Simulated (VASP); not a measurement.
Band structure of CaS (space group Fm-3m). Level of theory: PBE GGA, VASP's PBE PAW potentials (set 64) (plane waves; VASP 6.6.1).

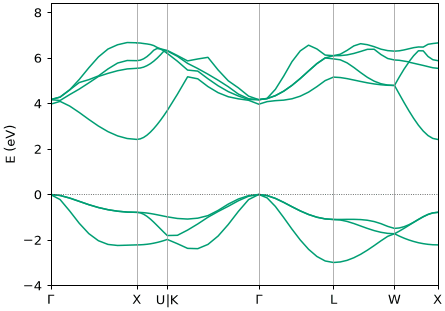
*Bands along high-symmetry lines, zero at the valence-band maximum or, without a gap, the Fermi level*

Question: Read the plot: is there a gap, and where are the band edges?

Answer: The gap is indirect, 2.42 eV, from the valence maximum at Γ to the conduction minimum at X.

The structure is a typed CaS crystal (Fm-3m). The cell was not relaxed at this level.
